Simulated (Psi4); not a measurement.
# ZrO (SMILES [O][Zr]) at wB97X-V/def2-TZVP (core potential)

What is the energy change on altering one bond length of ZrO at wB97X-V/def2-TZVP (core potential)? 

The results are computed with Psi4 1.11.

4 further runs of the same task are left out: 3 that didn't finish, 1 set aside as unsound or not needed. Runs told in other sessions of the task aren't counted.

### Step 1. Starting point

The species is ZrO (2 atoms), meant as a singlet with charge 0. As SMILES, `[O][Zr]`. The bond length is the measured one.

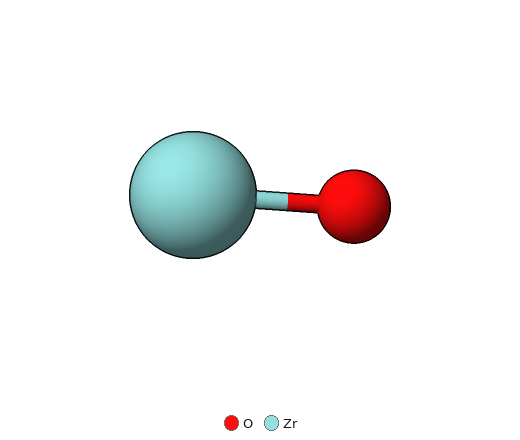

Viewed from a chosen angle; oxygen red, zirconium light teal.

### Step 2. A single-point energy at wB97X-V/def2-TZVP (core potential)

Input file ozr.dat:

```
memory 1.6 GB

molecule {
  0 1
  O
  Zr 1 1.7116
  symmetry c1
}

set globals {
  reference rks
  puream true
  e_convergence 1e-09
  d_convergence 1e-08
  scf_type pk
  dft_radial_points 99
  dft_spherical_points 590
}

energy('wb97x-v/def2-TZVP')
```

Run with:

```
psi4 ozr.dat ozr.out -n 1
```

ozr.out:

```text
[...]
    !!!  WARNING: ECP capability is in beta. Please check occupations closely.  !!!
[...]
  Running in c1 symmetry.
[...]
  Nuclear repulsion =   29.680423127085774
[...]
  Multiplicity = 1
[...]
  Nalpha       = 10
  Nbeta        = 10
[...]
    Number of basis functions: 71
[...]
   @RKS iter   1:  -121.72780238668793   -1.46810e-01   1.46794e-02 ADIIS/DIIS
[...]
   @RKS iter  17:  -122.20631482720533   -7.40386e-12   4.79765e-09 DIIS
[...]
    Orbital Energies [Eh]
    ---------------------
    Doubly Occupied:
       1A    -19.215321     2A     -2.318996     3A     -1.469613
       4A     -1.441867     5A     -1.441867     6A     -0.991141
       7A     -0.456819     8A     -0.456819     9A     -0.451742
      10A     -0.260404
[...]
  @RKS Final Energy:  -122.20631482720533
   => Energetics <=
    Nuclear Repulsion Energy =             29.6804231270857741
    One-Electron Energy =                -240.6179624660969694
    Two-Electron Energy =                  98.2276370993610612
    DFT Exchange-Correlation Energy =      -9.5744400286970208
    Empirical Dispersion Energy =           0.0000000000000000
    VV10 Nonlocal Energy =                  0.0780274411418382
    Total Energy =                       -122.2063148272053326
[...]
 Multipole Moments:
 ------------------------------------------------------------------------------------
     Multipole            Electronic (a.u.)      Nuclear  (a.u.)        Total (a.u.)
 ------------------------------------------------------------------------------------
 L = 1.  Multiply by 2.5417464519 to convert [e a0] to [Debye]
 Dipole X            :          0.0000000            0.0000000            0.0000000
 Dipole Y            :          0.0000002            0.0000000            0.0000002
 Dipole Z            :         17.1613244          -16.1050990            1.0562255
 Magnitude           :                                                    1.0562255
[...]
```

Wall time 43 s (1 thread of AMD EPYC, shared host); peak memory 0.48 GiB.

### Step 3. The distorted shape at the same level

Input file ozr.xyz:

```xyz
2
OZr
O      0.000000     0.000000    -0.513500
Zr     0.000000     0.000000     1.711600
```

Input file calc.py:

```python
import psi4

psi4.set_memory('1600 MB')
psi4.set_num_threads(1)
psi4.core.set_output_file('ozr.out', False)

with open('ozr.xyz') as f:
    atoms = ''.join(f.readlines()[2:])
geom = psi4.geometry('0 1\n' + atoms + 'symmetry c1\nno_reorient\nno_com')

psi4.set_options({
    'basis': 'def2-TZVP',
    'reference': 'rks',
    'puream': True,
    'e_convergence': 1e-09,
    'd_convergence': 1e-08,
    'scf_type': 'pk',
    'dft_radial_points': 99,
    'dft_spherical_points': 590,
})

E, wfn = psi4.energy("wb97x-v", molecule=geom, return_wfn=True)
print('E =', round(E, 9))
```

Run with:

```
python calc.py
```

ozr.out:

```text
[...]
    !!!  WARNING: ECP capability is in beta. Please check occupations closely.  !!!
[...]
  Running in c1 symmetry.
[...]
  Nuclear repulsion =   22.830889499042744
[...]
  Multiplicity = 1
[...]
  Nalpha       = 10
  Nbeta        = 10
[...]
    Number of basis functions: 71
[...]
   @RKS iter   1:  -121.36276072442948   -1.04523e-01   1.56037e-02 ADIIS/DIIS
[...]
   @RKS iter  23:  -122.07558758172716   -1.06581e-12   7.05012e-09 DIIS
[...]
    Orbital Energies [Eh]
    ---------------------
    Doubly Occupied:
       1A    -19.180566     2A     -2.364138     3A     -1.487614
       4A     -1.487613     5A     -1.465515     6A     -0.941612
       7A     -0.378168     8A     -0.349065     9A     -0.349065
      10A     -0.290821
[...]
  @RKS Final Energy:  -122.07558758172716
   => Energetics <=
    Nuclear Repulsion Energy =             22.8308894990427440
    One-Electron Energy =                -227.1756671046155134
    Two-Electron Energy =                  91.6105547415714057
    DFT Exchange-Correlation Energy =      -9.4201888493093850
    Empirical Dispersion Energy =           0.0000000000000000
    VV10 Nonlocal Energy =                  0.0788241315835808
    Total Energy =                       -122.0755875817271630
[...]
 Multipole Moments:
 ------------------------------------------------------------------------------------
     Multipole            Electronic (a.u.)      Nuclear  (a.u.)        Total (a.u.)
 ------------------------------------------------------------------------------------
 L = 1.  Multiply by 2.5417464519 to convert [e a0] to [Debye]
 Dipole X            :          0.0000012            0.0000000            0.0000012
 Dipole Y            :         -0.0000007            0.0000000           -0.0000007
 Dipole Z            :        -28.4920323           31.0504679            2.5584356
 Magnitude           :                                                    2.5584356
[...]
```

The script printed:

```text
E = -122.075587582
```

It took 56 s on 1 thread of AMD EPYC, shared host; peak memory 0.48 GiB.

### Step 4. Summary of results

At wB97X-V/def2-TZVP (core potential):

```
                                                          quantity          value
                                         first shape: total energy  -122.20631 Eh
                                        first shape: dipole moment         2.68 D
                                          first shape: HOMO energy       -7.09 eV
                                          first shape: LUMO energy       -0.64 eV
                                        first shape: HOMO–LUMO gap        6.44 eV
                                     distorted shape: total energy  -122.07559 Eh
                                    distorted shape: dipole moment         6.50 D
                                      distorted shape: HOMO energy       -7.91 eV
                                      distorted shape: LUMO energy       -1.53 eV
                                    distorted shape: HOMO–LUMO gap        6.38 eV
energy change with the O1–Zr2 bond stretched from 1.712 to 2.225 Å       3.557 eV
```

With the O1–Zr2 bond stretched from 1.712 to 2.225 Å the energy rises by 3.56 eV (82 kcal/mol). The first shape isn't relaxed at this level, so the change isn't measured from a minimum.
